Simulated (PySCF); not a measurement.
# PBE/STO-6G run of BH3Cl− (SMILES [BH3-]Cl)

Aim: the energy change on altering one bond length of BH3Cl− at PBE/STO-6G, from 2 runs. Input form: a Python script.

The calculation is run with PySCF 2.14.0.

9 further runs of the same task are left out: 1 that didn't finish, 8 set aside as unsound or not needed.

### 1 The system as given

BH3Cl− has 5 atoms, charge -1, and is taken as a singlet. As SMILES, `[BH3-]Cl`. The coordinates come from a GFN2-xTB relaxation.

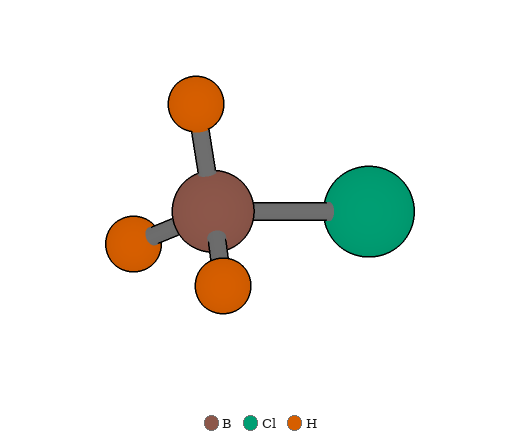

Viewed from a chosen angle; boron brown, chlorine teal, hydrogen orange.

### 2 A single-point energy at PBE/STO-6G

The input, mol.xyz:

```xyz
5
BClH3
B      0.082390    -0.047870     0.135930
Cl    -0.845860     0.496450    -1.396970
H      1.223080    -0.254620    -0.203070
H     -0.460100    -1.051350     0.532730
H      0.000500     0.857390     0.931390
```

The input, run.py:

```python
from pyscf import gto, dft

molecule = gto.Mole()
molecule.atom = 'mol.xyz'
molecule.charge = -1
molecule.basis = 'sto-6g'
molecule.max_memory = 1860
molecule.verbose = 3
molecule.build()

ks = dft.RKS(molecule, xc='pbe')
ks.grids.level = 5
ks.conv_tol = 1e-10
ks.kernel()
if not ks.converged:
    ks = ks.newton().run(ks.mo_coeff, ks.mo_occ)

e_tot = ks.e_tot
print(f'total energy: {e_tot:.8f} hartree')
```

Started as:

```sh
$ OMP_NUM_THREADS=1 python run.py
```

What it wrote:

```text
converged SCF energy = -484.948708740296
total energy: -484.94870874 hartree
```

It took 2.6 s on 1 thread of Arm Neoverse V1, shared host; peak memory 0.19 GiB.

### 3 The distorted shape at the same level

The input, job.py:

```python
from pyscf import gto, dft

mol = gto.M(
    atom='''
B      0.279498    -1.459056    -0.945725
Cl    -1.474640    -0.430440    -3.842486
H      2.435090    -1.849757    -1.586342
H     -0.745659    -3.355358    -0.195881
H      0.000945     1.620232     1.760072
''',
    unit='bohr',
    max_memory=1860,
    charge=-1,
    basis='sto-6g',
    verbose=3,
    spin=0,
)

calc0 = dft.RKS(mol, xc='pbe')
calc0.conv_tol = 1e-10
calc0.grids.level = 5
calc0.kernel()
if not calc0.converged:
    calc0 = calc0.newton().run(calc0.mo_coeff, calc0.mo_occ)

e_final = calc0.e_tot
print('E(%s) = %.9f' % ('PBE', e_final))
```

Started as:

```sh
$ OMP_NUM_THREADS=1 python job.py
```

What it wrote:

```text
converged SCF energy = -484.808666705221
E(PBE) = -484.808666705
```

Wall time 2.9 s (1 thread of Arm Neoverse V1, shared host); peak memory 0.19 GiB.

### 4 Outcome

At PBE/STO-6G:

| quantity | value |
| --- | --- |
| first shape: total energy | -484.94871 Eh |
| first shape: HOMO energy | 3.07 eV |
| first shape: LUMO energy | 13.92 eV |
| first shape: HOMO–LUMO gap (to an unbound level, set by the basis) | 10.85 eV |
| distorted shape: total energy | -484.80867 Eh |
| distorted shape: HOMO energy | 4.13 eV |
| distorted shape: LUMO energy | 8.94 eV |
| distorted shape: HOMO–LUMO gap (to an unbound level, set by the basis) | 4.81 eV |
| energy change with the B1–H5 bond stretched from 1.208 to 2.174 Å | 3.811 eV |

In words: With the B1–H5 bond stretched from 1.208 to 2.174 Å the energy rises by 3.81 eV (88 kcal/mol). The first shape isn't relaxed at this level, so the change isn't measured from a minimum. The minimal basis adds a large error of its own. The HOMO (first shape) lies at positive energy, 3.07 eV, as semi-local functionals often give for anions; only total energies tell whether the electron is bound. Mulliken charges (distorted shape) run from -0.41 on Cl2 to -0.04 on B1. The HOMO (distorted shape) lies at positive energy, 4.13 eV, as semi-local functionals often give for anions; only total energies tell whether the electron is bound.
